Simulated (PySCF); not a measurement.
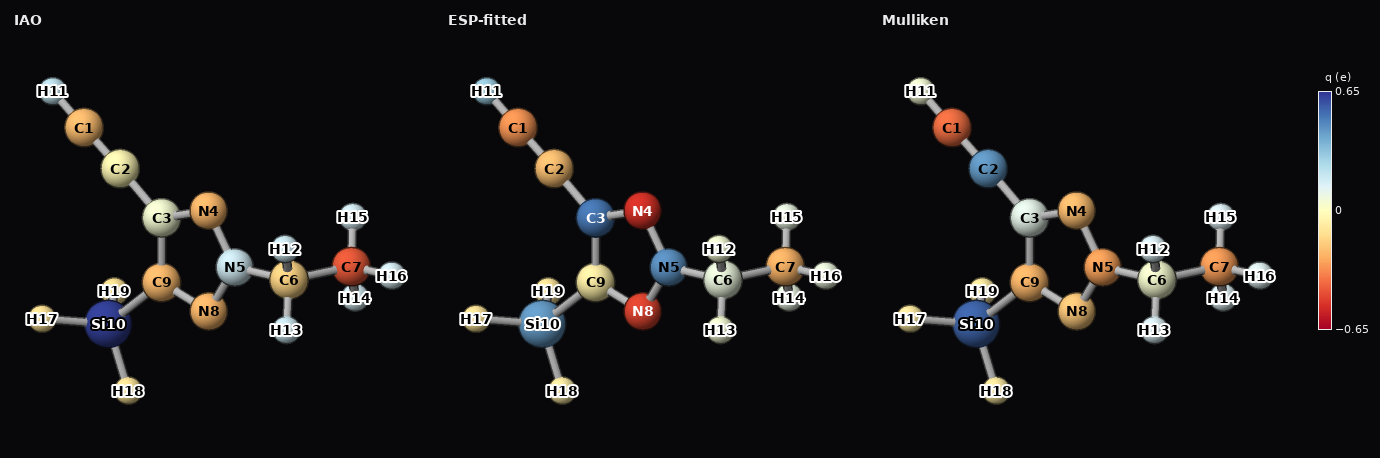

Atomic charges of one calculation by 3 schemes, on one colour scale. The computed structure is the end point of a GFN2-xTB optimisation. No frequency run is at hand to confirm it as a minimum. Level of theory: PBE0/pcSseg-1 (PySCF 2.14.0).

**On which atom do the schemes disagree most?**

On N5 (from −0.28 to 0.45 e).

List the charges (e), one line for each set of equivalent atoms.

| atom | IAO | ESP-fitted | Mulliken |
| --- | --- | --- | --- |
| C1 | −0.21 | −0.30 | −0.38 |
| C2 | −0.03 | −0.21 | 0.43 |
| C3 | 0.04 | 0.50 | 0.10 |
| N4 | −0.23 | −0.51 | −0.22 |
| N5 | 0.16 | 0.45 | −0.28 |
| C6 | −0.15 | 0.07 | 0.04 |
| C7 | −0.43 | −0.24 | −0.29 |
| N8 | −0.23 | −0.47 | −0.19 |
| C9 | −0.22 | −0.07 | −0.23 |
| Si10 | 0.62 | 0.42 | 0.55 |
| H11 | 0.21 | 0.28 | 0.05 |
| H12 | 0.17 | 0.05 | 0.14 |
| H13 | 0.17 | 0.05 | 0.14 |
| H14 | 0.15 | 0.08 | 0.13 |
| H15 | 0.15 | 0.08 | 0.13 |
| H16 | 0.15 | 0.08 | 0.12 |
| H17 | −0.11 | −0.11 | −0.08 |
| H18 | −0.10 | −0.07 | −0.08 |
| H19 | −0.11 | −0.10 | −0.08 |

The geometry is semi-empirical. Around Si such bond lengths and angles can be off by a tenth of an ångström or more and by several degrees, and values that hang on the shape move with them.
